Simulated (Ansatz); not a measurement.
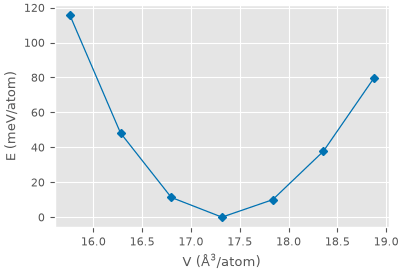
*Pt (simple cubic, space group No. 221) under volume change, the program Ansatz at the PBEsol level (PAW), scaled uniformly.*

Task: What does a third-order Birch–Murnaghan fit give for V₀, B₀ and B′?

Result: V₀ = 17.32 Å³/atom, B₀ = 217 GPa, B′ = 5.2.

Space group Pm-3m (simple cubic). The cell is a constructed one: a structure type filled with these elements; neither database checked (COD, Materials Project) lists it. It is not the phase usual at ambient conditions (space group No. 225). The PBEsol relaxation kept the symmetry of its start; whether a distortion lowers the energy is not shown. The run is not spin-polarised. Scalar-relativistic: spin–orbit coupling is off unless named, which matters more the heavier the elements.

Potentials: the later of the program's two PAW sets.
